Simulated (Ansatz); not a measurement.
Relaxed PbBrF (space group P4/nmm):

```xyz
12
Lattice="4.1013 0.0000 0.0000 0.0000 4.1013 0.0000 0.0000 0.0000 14.7668" Properties=species:S:1:pos:R:3 pbc="T T T"
Pb     0.0000     2.0506     5.9435
Pb     0.0000     2.0506    13.3269
Pb     2.0506     0.0000     1.4399
Pb     2.0506     0.0000     8.8233
Br     2.0506     0.0000     4.7716
Br     2.0506     0.0000    12.1550
Br     0.0000     2.0506     2.6118
Br     0.0000     2.0506     9.9952
F      2.0506     2.0506     0.0000
F      2.0506     2.0506     7.3834
F      0.0000     0.0000     0.0000
F      0.0000     0.0000     7.3834
```

A phonon eigenvector at Z = (0.0, 0.0, 0.5) is frozen into this cell: atom i moves by Q times the vector below, so Q is the largest atomic displacement, in Å. The cell is held. It is one choice among 2 degenerate patterns. (q is in reciprocal vectors of the primitive cell; the cell shown is doubled to hold the pattern.)

```json
[
 {"atom": "Pb1", "x": "0.000", "y": "0.006", "z": "0.000"},
 {"atom": "Pb2", "x": "0.000", "y": "-0.006", "z": "0.000"},
 {"atom": "Pb3", "x": "0.000", "y": "0.006", "z": "0.000"},
 {"atom": "Pb4", "x": "0.000", "y": "-0.006", "z": "0.000"},
 {"atom": "Br5", "x": "0.000", "y": "-0.038", "z": "0.000"},
 {"atom": "Br6", "x": "0.000", "y": "0.038", "z": "0.000"},
 {"atom": "Br7", "x": "0.000", "y": "-0.038", "z": "0.000"},
 {"atom": "Br8", "x": "0.000", "y": "0.038", "z": "0.000"},
 {"atom": "F9", "x": "0.000", "y": "1.000", "z": "0.000"},
 {"atom": "F10", "x": "0.000", "y": "-1.000", "z": "0.000"},
 {"atom": "F11", "x": "0.000", "y": "-1.000", "z": "0.000"},
 {"atom": "F12", "x": "0.000", "y": "1.000", "z": "0.000"}
]
```

Calculation: LDA (plane waves to 420 eV, PAW, scalar-relativistic; Ansatz, a program for electronic structure). k mesh 8×8×3 (Γ-centred), Fermi-Dirac smearing 0.05 eV. E stands for the smeared free energy. PbBrF was relaxed with its symmetry unable to fall. Spin-orbit coupling is left out, though Pb is heavy. The zero of ΔE is the undisplaced structure.

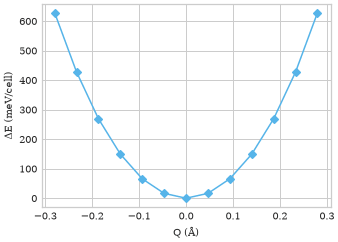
Figure. ΔE (meV/cell) against Q (Å); computed points joined by lines.

### Question
What is the energy change at Q = 0.280 Å?

### Answer
About 630 meV/cell.

### Question
What harmonic wavenumber does the curvature at Q = 0 give?

### Answer
About 230 cm⁻¹.

(A displaced cell: forces are minus the slopes of the energy, force constants its curvatures, and phonons follow from these.)
